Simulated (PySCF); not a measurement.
**[Gd(H2O)7]3+: how settings move a single point**

Which settings matter for [Gd(H2O)7]3+? Each run alters one on purpose. The structure is generated, not taken from experiment.

Computed with PySCF 2.14.0. Level: PBE, Gd lcecp-1-SVP with ECP53, O def2-SVP, H def2-SVP; scalar-relativistic core potentials, no spin–orbit coupling.

1 further run of the same task is left out (for a known fault of the program).

## (1) The starting structure

22 atoms, charge 3, spin multiplicity 1.

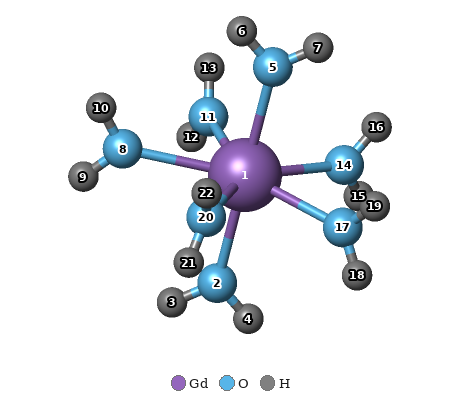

The structure; gadolinium purple, oxygen blue, hydrogen grey; atoms are numbered from 1 in the order of the file.

Coordinates:

```xyz
22
GdH14O7
Gd    0.0002    0.0000    0.0000
O    -0.0032    0.0000    2.4148
H     0.7675    0.0000    3.0301
H    -0.7757    0.0000    3.0278
O    -0.0032    0.0000   -2.4148
H     0.7675    0.0000   -3.0301
H    -0.7757    0.0000   -3.0278
O     2.4736    0.0000    0.0000
H     3.0865    0.0000    0.7687
H     3.0865    0.0000   -0.7687
O     0.7598    2.3375    0.0000
H     0.9268    2.9211    0.7732
H     0.9268    2.9211   -0.7732
O    -1.9942    1.4532    0.0000
H    -2.4657    1.8413    0.7705
H    -2.4657    1.8413   -0.7705
O    -1.9942   -1.4532    0.0000
H    -2.4657   -1.8413    0.7705
H    -2.4657   -1.8413   -0.7705
O     0.7598   -2.3375    0.0000
H     0.9268   -2.9211    0.7732
H     0.9268   -2.9211   -0.7732
```

Formal oxidation states: Gd +3. Each metal's 7 4f electrons lie in its core potential, so multiplicities, spins and levels count the valence alone. An earlier session relaxed this geometry at PBE, Gd lcecp-1-SVP with ECP53, O def2-SVP, H def2-SVP (singlet, point group C2v). Its vibrations showed it to be a saddle point, relaxed within its symmetry.

The sound run used a (50, 194) grid (finer on f atoms), a threshold of 1e-8 and at most 55 cycles, and ended at -569.158581 Eh.

## (2) Altered run 1

Contents of run.py (the lines that set the calculation):

```python
mol = gto.M(atom='''
Gd     0.00019     0.00000     0.00000
O     -0.00316     0.00000     2.41475
H      0.76753     0.00000     3.03015
H     -0.77571     0.00000     3.02783
O     -0.00316     0.00000    -2.41475
H      0.76753     0.00000    -3.03015
H     -0.77571     0.00000    -3.02783
O      2.47357     0.00000     0.00000
H      3.08654     0.00000     0.76868
H      3.08654     0.00000    -0.76868
O      0.75977     2.33754     0.00000
H      0.92682     2.92110     0.77325
H      0.92682     2.92110    -0.77325
O     -1.99417     1.45325     0.00000
H     -2.46570     1.84132     0.77050
H     -2.46570     1.84132    -0.77050
O     -1.99417    -1.45325     0.00000
H     -2.46570    -1.84132     0.77050
H     -2.46570    -1.84132    -0.77050
O      0.75977    -2.33754     0.00000
H      0.92682    -2.92110     0.77325
H      0.92682    -2.92110    -0.77325''',
    basis={'Gd': 'lcecp-1-SVP', 'O': 'def2-SVP', 'H': 'def2-SVP'},
    ecp={'Gd': 'lcecp-1-SVP'},
    charge=3, spin=0)
mf = dft.RKS(mol, xc='PBE')
mf.grids.atom_grid = (30, 86)  # f atoms: unpruned
mf = mf.density_fit()  # fitting sets: Gd AutoAux, O def2-universal-JKFIT, H def2-universal-JKFIT
mf.conv_tol = 1e-08; mf.max_cycle = 55
mf.kernel(dm0)  # dm0: free metal ions and neutral atoms
```

On the command line:

```bash
> OMP_NUM_THREADS=4 python run.py
```

Standard output:

```text
init E= -560.64200588566
  HOMO = -1.0596372200875  LUMO = -0.715129500113369  gap/eV = 9.37453
cycle= 1 E= -566.801362836539  delta_E= -6.16  |g|= 3.59  |ddm|= 4.19
  HOMO = -0.353479997229213  LUMO = -0.346157510882365  gap/eV = 0.19926
cycle= 2 E= -556.414080522045  delta_E= 10.4  |g|= 6.94  |ddm|= 10.1
  HOMO = -0.746098345141092  LUMO = -0.46910698324746  gap/eV = 7.53732
cycle= 3 E= -568.989595667776  delta_E= -12.6  |g|= 0.828  |ddm|= 9.28
  HOMO = -0.712041749714928  LUMO = -0.556144965653501  gap/eV = 4.24217
cycle= 4 E= -569.113408522996  delta_E= -0.124  |g|= 0.461  |ddm|= 1.16
  HOMO = -0.703380488651094  LUMO = -0.520719506781695  gap/eV = 4.97046
cycle= 5 E= -569.146158800698  delta_E= -0.0328  |g|= 0.213  |ddm|= 0.404
  HOMO = -0.690245324256366  LUMO = -0.504559710890563  gap/eV = 5.05276
cycle= 6 E= -569.154670508278  delta_E= -0.00851  |g|= 0.0217  |ddm|= 0.168
  HOMO = -0.691356345012952  LUMO = -0.508724212690335  gap/eV = 4.96967
cycle= 7 E= -569.154800364845  delta_E= -0.00013  |g|= 0.00261  |ddm|= 0.0273
  HOMO = -0.691266255031778  LUMO = -0.508464250105654  gap/eV = 4.97430
cycle= 8 E= -569.154801036885  delta_E= -6.72e-07  |g|= 0.00211  |ddm|= 0.00297
  HOMO = -0.691188253538093  LUMO = -0.508429702726859  gap/eV = 4.97311
cycle= 9 E= -569.154801858144  delta_E= -8.21e-07  |g|= 0.000177  |ddm|= 0.00141
  HOMO = -0.691180880281856  LUMO = -0.50843806031082  gap/eV = 4.97269
cycle= 10 E= -569.154801863999  delta_E= -5.86e-09  |g|= 3.58e-05  |ddm|= 0.000141
  HOMO = -0.691173151144938  LUMO = -0.508436249901087  gap/eV = 4.97252
Extra cycle  E= -569.154801863569  delta_E= 4.31e-10  |g|= 6.06e-05  |ddm|= 6.02e-05
converged SCF energy = -569.154801863569
```

It took 9.1 s on 4 threads of Arm Neoverse V2, shared host.

Changed: the integration grid, to (30, 86). It converges in 10 cycles, +0.103 eV from the sound run, with a largest force component of 0.14 eV/Å. The setting is unsound, so these numbers aren't the compound's.

## (3) Altered run 2

Changes to run.py (the lines that set the calculation) since step 2:

```diff
@@ -27,5 +27,5 @@
 mf = dft.RKS(mol, xc='PBE')
-mf.grids.atom_grid = (30, 86)  # f atoms: unpruned
+mf.grids.atom_grid = (50, 194)  # f atoms: unpruned, at least (60, 302)
 mf = mf.density_fit()  # fitting sets: Gd AutoAux, O def2-universal-JKFIT, H def2-universal-JKFIT
-mf.conv_tol = 1e-08; mf.max_cycle = 55
+mf.conv_tol = 0.0001; mf.max_cycle = 55
 mf.kernel(dm0)  # dm0: free metal ions and neutral atoms
```

On the command line:

```bash
> OMP_NUM_THREADS=4 python run.py
```

Standard output:

```text
init E= -560.646333276484
  HOMO = -1.05967055072001  LUMO = -0.714707743094074  gap/eV = 9.38692
cycle= 1 E= -566.801923800386  delta_E= -6.16  |g|= 3.59  |ddm|= 4.19
  HOMO = -0.353148596649594  LUMO = -0.345651937058647  gap/eV = 0.20399
cycle= 2 E= -556.401531533488  delta_E= 10.4  |g|= 6.94  |ddm|= 10.1
  HOMO = -0.746112894541369  LUMO = -0.468751643435191  gap/eV = 7.54738
cycle= 3 E= -568.99316038314  delta_E= -12.6  |g|= 0.829  |ddm|= 9.27
  HOMO = -0.711941410335564  LUMO = -0.555625367486128  gap/eV = 4.25358
cycle= 4 E= -569.116762434344  delta_E= -0.124  |g|= 0.464  |ddm|= 1.16
  HOMO = -0.703435838586055  LUMO = -0.520250871932614  gap/eV = 4.98472
cycle= 5 E= -569.149923060447  delta_E= -0.0332  |g|= 0.213  |ddm|= 0.405
  HOMO = -0.690132025609948  LUMO = -0.503903924242158  gap/eV = 5.06752
cycle= 6 E= -569.15844920304  delta_E= -0.00853  |g|= 0.0218  |ddm|= 0.169
  HOMO = -0.69125399878783  LUMO = -0.50807826901124  gap/eV = 4.98447
cycle= 7 E= -569.158579734999  delta_E= -0.000131  |g|= 0.00273  |ddm|= 0.0274
  HOMO = -0.691168906266552  LUMO = -0.507824887774963  gap/eV = 4.98904
cycle= 8 E= -569.158580417156  delta_E= -6.82e-07  |g|= 0.00225  |ddm|= 0.00311
  HOMO = -0.690934216604988  LUMO = -0.507766261877866  gap/eV = 4.98425
Extra cycle  E= -569.158577865376  delta_E= 2.55e-06  |g|= 0.00436  |ddm|= 0.00427
converged SCF energy = -569.158577865376
```

Run time: 12 s. Hardware: 4 threads of Arm Neoverse V2, shared host.

Changed: the SCF threshold (0.0001). It converges in 8 cycles, at the sound run's energy within 0.001 eV, with a largest force component of 0.01 eV/Å. The result survives the change.

## (4) Altered run 3

Changes to run.py (the lines that set the calculation) since step 3:

```diff
@@ -14,3 +14,3 @@
 H      0.92682     2.92110    -0.77325
-O     -1.99417     1.45325     0.00000
+O     -0.64637     0.47113     0.00000
 H     -2.46570     1.84132     0.77050
@@ -29,3 +29,3 @@
 mf = mf.density_fit()  # fitting sets: Gd AutoAux, O def2-universal-JKFIT, H def2-universal-JKFIT
-mf.conv_tol = 0.0001; mf.max_cycle = 55
+mf.conv_tol = 1e-08; mf.max_cycle = 78
 mf.kernel(dm0)  # dm0: free metal ions and neutral atoms
```

On the command line:

```bash
> OMP_NUM_THREADS=4 python run.py
```

Standard output:

```text
init E= -555.899364839187
  HOMO = -0.931422507310295  LUMO = -0.8521336374504  gap/eV = 2.15756
cycle= 1 E= -558.848022984229  delta_E= -2.95  |g|= 4.11  |ddm|= 6.74
  HOMO = -0.256420831120616  LUMO = -0.241545734738392  gap/eV = 0.40477
cycle= 2 E= -538.099298435379  delta_E= 20.7  |g|= 8.87  |ddm|= 22.6
  HOMO = -0.616379820771247  LUMO = -0.57643363340155  gap/eV = 1.08699
cycle= 3 E= -562.56622224548  delta_E= -24.5  |g|= 1.42  |ddm|= 21.6
  HOMO = -0.611264748238825  LUMO = -0.599983764910426  gap/eV = 0.30697
cycle= 4 E= -562.640292945368  delta_E= -0.0741  |g|= 1.29  |ddm|= 2.37
  HOMO = -0.697395197810192  LUMO = -0.560439385607626  gap/eV = 3.72676
cycle= 5 E= -562.936173523205  delta_E= -0.296  |g|= 0.222  |ddm|= 1.15
  HOMO = -0.689471188317662  LUMO = -0.575033803124692  gap/eV = 3.11400
cycle= 6 E= -562.944327918444  delta_E= -0.00815  |g|= 0.0943  |ddm|= 0.269
  HOMO = -0.689979779671063  LUMO = -0.583231084684577  gap/eV = 2.90478
cycle= 7 E= -562.945683172871  delta_E= -0.00136  |g|= 0.0361  |ddm|= 0.0927
  HOMO = -0.689370717084722  LUMO = -0.579659368204736  gap/eV = 2.98540
cycle= 8 E= -562.945945437372  delta_E= -0.000262  |g|= 0.00987  |ddm|= 0.0449
  HOMO = -0.689114338289992  LUMO = -0.580760903741426  gap/eV = 2.94845
cycle= 9 E= -562.945964616496  delta_E= -1.92e-05  |g|= 0.00412  |ddm|= 0.013
  HOMO = -0.688954110077819  LUMO = -0.581122673616405  gap/eV = 2.93424
cycle= 10 E= -562.945967626524  delta_E= -3.01e-06  |g|= 0.00168  |ddm|= 0.0047
  HOMO = -0.688823477712192  LUMO = -0.581158334178001  gap/eV = 2.92972
cycle= 11 E= -562.945968170987  delta_E= -5.44e-07  |g|= 0.000195  |ddm|= 0.00146
  HOMO = -0.688783428873603  LUMO = -0.581207152524972  gap/eV = 2.92730
cycle= 12 E= -562.945968182949  delta_E= -1.2e-08  |g|= 3.56e-05  |ddm|= 0.000363
  HOMO = -0.688781219738851  LUMO = -0.581204209115318  gap/eV = 2.92732
cycle= 13 E= -562.945968183138  delta_E= -1.89e-10  |g|= 2.24e-05  |ddm|= 4.43e-05
  HOMO = -0.68878185288953  LUMO = -0.581204158825599  gap/eV = 2.92734
Extra cycle  E= -562.945968182864  delta_E= 2.74e-10  |g|= 4.47e-05  |ddm|= 4.42e-05
converged SCF energy = -562.945968182864
```

Wall time 16 s (4 threads of Arm Neoverse V2, shared host).

Changed: one atom's place (atom 14 put 0.8 Å from the metal); the cycle limit is 78. It converges in 13 cycles, +169.054 eV from the sound run, with a largest force component of 672.45 eV/Å. The setting is unsound, so these numbers aren't the compound's.

## (5) Altered run 4

Changes to run.py (the lines that set the calculation) since step 4:

```diff
@@ -14,3 +14,3 @@
 H      0.92682     2.92110    -0.77325
-O     -0.64637     0.47113     0.00000
+O     -1.99417     1.45325     0.00000
 H     -2.46570     1.84132     0.77050
@@ -29,3 +29,3 @@
 mf = mf.density_fit()  # fitting sets: Gd AutoAux, O def2-universal-JKFIT, H def2-universal-JKFIT
-mf.conv_tol = 1e-08; mf.max_cycle = 78
-mf.kernel(dm0)  # dm0: free metal ions and neutral atoms
+mf.conv_tol = 1e-08; mf.max_cycle = 55
+mf.kernel(dm0)  # dm0: smeared density
```

On the command line:

```bash
> OMP_NUM_THREADS=4 python run.py
```

Standard output:

```text
init E= -569.1132543303
  HOMO = -0.696484444968417  LUMO = -0.498594464647658  gap/eV = 5.38486
cycle= 1 E= -569.157545961566  delta_E= -0.0443  |g|= 0.0629  |ddm|= 0.121
  HOMO = -0.68499747270247  LUMO = -0.515731806052717  gap/eV = 4.60595
cycle= 2 E= -569.156312477097  delta_E= 0.00123  |g|= 0.105  |ddm|= 0.163
  HOMO = -0.691879338026861  LUMO = -0.510354941229527  gap/eV = 4.93953
cycle= 3 E= -569.158545465497  delta_E= -0.00223  |g|= 0.0116  |ddm|= 0.0806
  HOMO = -0.690898414838407  LUMO = -0.50769920650455  gap/eV = 4.98510
cycle= 4 E= -569.158580930007  delta_E= -3.55e-05  |g|= 0.00141  |ddm|= 0.0165
  HOMO = -0.691069059092235  LUMO = -0.507781725796494  gap/eV = 4.98750
cycle= 5 E= -569.158581336839  delta_E= -4.07e-07  |g|= 0.000285  |ddm|= 0.00125
  HOMO = -0.691077487998995  LUMO = -0.507792803832963  gap/eV = 4.98743
cycle= 6 E= -569.158581344191  delta_E= -7.35e-09  |g|= 0.000206  |ddm|= 0.000326
  HOMO = -0.691076917232151  LUMO = -0.507792704932294  gap/eV = 4.98742
cycle= 7 E= -569.158581352005  delta_E= -7.81e-09  |g|= 8.02e-06  |ddm|= 0.000136
  HOMO = -0.691076595620634  LUMO = -0.507791083292645  gap/eV = 4.98745
Extra cycle  E= -569.158581352004  delta_E= 1.14e-12  |g|= 8.91e-06  |ddm|= 1.59e-05
converged SCF energy = -569.158581352004
```

Wall time 12 s (4 threads of Arm Neoverse V2, shared host).

Changed: the starting guess (smeared density). It converges in 7 cycles, at the sound run's energy within 0.001 eV, with a largest force component of 0.00 eV/Å. The result survives the change.

## (6) Altered run 5

Contents of run.py (the lines that set the calculation):

```python
mol = gto.M(atom='''
Gd     0.00021     0.00000     0.00000
O     -0.00353     0.00000     2.70452
H      0.85963     0.00000     3.39377
H     -0.86880     0.00000     3.39117
O     -0.00353     0.00000    -2.70452
H      0.85963     0.00000    -3.39377
H     -0.86880     0.00000    -3.39117
O      2.77039     0.00000     0.00000
H      3.45692     0.00000     0.86092
H      3.45692     0.00000    -0.86092
O      0.85094     2.61805     0.00000
H      1.03804     3.27163     0.86604
H      1.03804     3.27163    -0.86604
O     -2.23347     1.62764     0.00000
H     -2.76159     2.06227     0.86296
H     -2.76159     2.06227    -0.86296
O     -2.23347    -1.62764     0.00000
H     -2.76159    -2.06227     0.86296
H     -2.76159    -2.06227    -0.86296
O      0.85094    -2.61805     0.00000
H      1.03804    -3.27163     0.86604
H      1.03804    -3.27163    -0.86604''',
    basis={'Gd': 'lcecp-1-SVP', 'O': 'def2-SVP', 'H': 'def2-SVP'},
    ecp={'Gd': 'lcecp-1-SVP'},
    charge=3, spin=0)
mf = dft.RKS(mol, xc='PBE')
mf.grids.atom_grid = (50, 194)  # f atoms: unpruned, at least (60, 302)
mf = mf.density_fit()  # fitting sets: Gd AutoAux, O def2-universal-JKFIT, H def2-universal-JKFIT
mf.conv_tol = 1e-08; mf.max_cycle = 55
mf.kernel(dm0)  # dm0: free metal ions and neutral atoms
```

On the command line:

```bash
> OMP_NUM_THREADS=4 python run.py
```

Standard output:

```text
init E= -559.793892265241
  HOMO = -0.987509316650893  LUMO = -0.669204589034657  gap/eV = 8.66151
cycle= 1 E= -566.258219585363  delta_E= -6.46  |g|= 3.72  |ddm|= 3.83
  HOMO = -0.326835705254302  LUMO = -0.31244594009939  gap/eV = 0.39157
cycle= 2 E= -544.839157750443  delta_E= 21.4  |g|= 8.16  |ddm|=   11
  HOMO = -0.662963286362446  LUMO = -0.445474484600965  gap/eV = 5.91817
cycle= 3 E= -568.63828440519  delta_E= -23.8  |g|= 1.03  |ddm|= 10.1
  HOMO = -0.681468914897369  LUMO = -0.57526681311215  gap/eV = 2.88991
cycle= 4 E= -568.908068338215  delta_E= -0.27  |g|= 0.555  |ddm|= 1.95
  HOMO = -0.661645093181226  LUMO = -0.530029649664397  gap/eV = 3.58144
cycle= 5 E= -568.933089842354  delta_E= -0.025  |g|= 0.456  |ddm|= 0.579
  HOMO = -0.647094078685397  LUMO = -0.517685054611764  gap/eV = 3.52140
cycle= 6 E= -568.972959252828  delta_E= -0.0399  |g|= 0.0483  |ddm|= 0.319
  HOMO = -0.650182089681519  LUMO = -0.525813398911188  gap/eV = 3.38424
cycle= 7 E= -568.973621139378  delta_E= -0.000662  |g|= 0.00519  |ddm|= 0.0607
  HOMO = -0.649891057520543  LUMO = -0.525105561366641  gap/eV = 3.39559
cycle= 8 E= -568.97362696115  delta_E= -5.82e-06  |g|= 0.00299  |ddm|= 0.00634
  HOMO = -0.649879232377964  LUMO = -0.525071857780997  gap/eV = 3.39618
cycle= 9 E= -568.973628609742  delta_E= -1.65e-06  |g|= 0.000656  |ddm|= 0.00205
  HOMO = -0.649825778686402  LUMO = -0.525058595121124  gap/eV = 3.39509
cycle= 10 E= -568.973628692797  delta_E= -8.31e-08  |g|= 4.72e-05  |ddm|= 0.000424
  HOMO = -0.649827138695264  LUMO = -0.52506669725753  gap/eV = 3.39490
cycle= 11 E= -568.973628693442  delta_E= -6.46e-10  |g|= 1e-05  |ddm|= 6.43e-05
  HOMO = -0.64982594982742  LUMO = -0.525065281730616  gap/eV = 3.39491
Extra cycle  E= -568.97362869339  delta_E= 5.18e-11  |g|= 1.94e-05  |ddm|= 1.89e-05
converged SCF energy = -568.97362869339
```

Wall time 14 s (4 threads of Arm Neoverse V2, shared host).

Changed: the scale of all coordinates (1.12). It converges in 11 cycles, +5.033 eV from the sound run, with a largest force component of 3.39 eV/Å. The setting is unsound, so these numbers aren't the compound's.

## (7) Altered run 6

Contents of run.py (the lines that set the calculation):

```python
mol = gto.M(atom='''
Gd     0.00019     0.00000     0.00000
O     -0.00316     0.00000     2.41475
H      0.76753     0.00000     3.03015
H     -0.77571     0.00000     3.02783
O     -0.00316     0.00000    -2.41475
H      0.76753     0.00000    -3.03015
H     -0.77571     0.00000    -3.02783
O      2.47357     0.00000     0.00000
H      3.08654     0.00000     0.76868
H      3.08654     0.00000    -0.76868
O      0.75977     2.33754     0.00000
H      0.92682     2.92110     0.77325
H      0.92682     2.92110    -0.77325
O     -1.99417     1.45325     0.00000
H     -2.46570     1.84132     0.77050
H     -2.46570     1.84132    -0.77050
O     -1.99417    -1.45325     0.00000
H     -2.46570    -1.84132     0.77050
H     -2.46570    -1.84132    -0.77050
O      0.75977    -2.33754     0.00000
H      0.92682    -2.92110     0.77325
H      0.92682    -2.92110    -0.77325''',
    basis={'Gd': 'lcecp-1-SVP', 'O': 'def2-SVP', 'H': 'def2-SVP'},
    ecp={'Gd': 'lcecp-1-SVP'},
    charge=3, spin=0)
mf = dft.RKS(mol, xc='PBE')
mf.grids.atom_grid = (50, 194)  # f atoms: unpruned, at least (60, 302)
mf = mf.density_fit()  # fitting sets: Gd AutoAux, O def2-universal-JKFIT, H def2-universal-JKFIT
mf.conv_tol = 1e-08; mf.max_cycle = 62
mf.kernel(dm0)  # dm0: core Hamiltonian
```

On the command line:

```bash
> OMP_NUM_THREADS=4 python run.py
```

Standard output:

```text
init E= -517.764666301044
  HOMO = -0.0044512148818903  LUMO = -0.00138923051914942  gap/eV = 0.08332
cycle= 1 E= -503.573500201153  delta_E= 14.2  |g|= 11.2  |ddm|= 55.2
  HOMO = -3.25360442580825  LUMO = -2.53346720605276  gap/eV = 19.59593
cycle= 2 E= -535.483239205878  delta_E= -31.9  |g|= 10.9  |ddm|= 54.3
  HOMO = -1.37128608766052  LUMO = -1.25055446925616  gap/eV = 3.28527
cycle= 3 E= -567.09136895215  delta_E= -31.6  |g|= 2.92  |ddm|= 8.89
  HOMO = -0.78266499157734  LUMO = -0.491062703728169  gap/eV = 7.93490
cycle= 4 E= -568.386580785904  delta_E= -1.3  |g|= 1.98  |ddm|= 2.65
  HOMO = -0.798610509453254  LUMO = -0.566798207266182  gap/eV = 6.30793
cycle= 5 E= -568.885754115132  delta_E= -0.499  |g|= 1.24  |ddm|= 1.29
  HOMO = -0.721216458082053  LUMO = -0.595326400201702  gap/eV = 3.42564
cycle= 6 E= -569.069912229255  delta_E= -0.184  |g|= 0.666  |ddm|= 0.814
  HOMO = -0.702697887929631  LUMO = -0.513136662439887  gap/eV = 5.15822
cycle= 7 E= -569.155372511172  delta_E= -0.0855  |g|= 0.131  |ddm|= 0.566
  HOMO = -0.693077991189283  LUMO = -0.507129109633606  gap/eV = 5.05993
cycle= 8 E= -569.158134411786  delta_E= -0.00276  |g|= 0.0491  |ddm|= 0.0972
  HOMO = -0.69121734100737  LUMO = -0.507487074057514  gap/eV = 4.99956
cycle= 9 E= -569.158506439348  delta_E= -0.000372  |g|= 0.02  |ddm|= 0.0384
  HOMO = -0.691132149823461  LUMO = -0.507920640384354  gap/eV = 4.98544
cycle= 10 E= -569.15858108106  delta_E= -7.46e-05  |g|= 0.00119  |ddm|= 0.0139
  HOMO = -0.691082930850661  LUMO = -0.507802249420278  gap/eV = 4.98732
cycle= 11 E= -569.158581346646  delta_E= -2.66e-07  |g|= 0.000163  |ddm|= 0.00136
  HOMO = -0.691077583410716  LUMO = -0.507791852726235  gap/eV = 4.98746
cycle= 12 E= -569.158581348777  delta_E= -2.13e-09  |g|= 0.000132  |ddm|= 0.000188
  HOMO = -0.691077058545162  LUMO = -0.507791476130686  gap/eV = 4.98745
cycle= 13 E= -569.158581351987  delta_E= -3.21e-09  |g|= 1.33e-05  |ddm|= 9.19e-05
  HOMO = -0.691076231480484  LUMO = -0.507792101445932  gap/eV = 4.98742
Extra cycle  E= -569.158581351947  delta_E= 4e-11  |g|= 2.02e-05  |ddm|= 2.29e-05
converged SCF energy = -569.158581351947
```

Wall time 16 s (4 threads of Arm Neoverse V2, shared host).

Changed: the starting guess (bare core Hamiltonian); the cycle limit is 62. It converges in 13 cycles, at the sound run's energy within 0.001 eV, with a largest force component of 0.00 eV/Å. The result survives the change.

## (8) Results

| run | changed | ending | energy change (eV) | cycles | time | usable |
| --- | --- | --- | --- | --- | --- | --- |
| 1 | the integration grid | converged | +0.103 | 10 | 9.1 s | no |
| 2 | the SCF threshold | converged | 0.000 | 8 | 12 s | yes |
| 3 | one atom's place | converged | +169.054 | 13 | 16 s | no |
| 4 | the starting guess | converged | 0.000 | 7 | 12 s | yes |
| 5 | the scale of all coordinates | converged | +5.033 | 11 | 14 s | no |
| 6 | the starting guess | converged | 0.000 | 13 | 16 s | yes |

3 of 6 altered runs give a usable result. 3 ended normally with numbers unfit to quote.
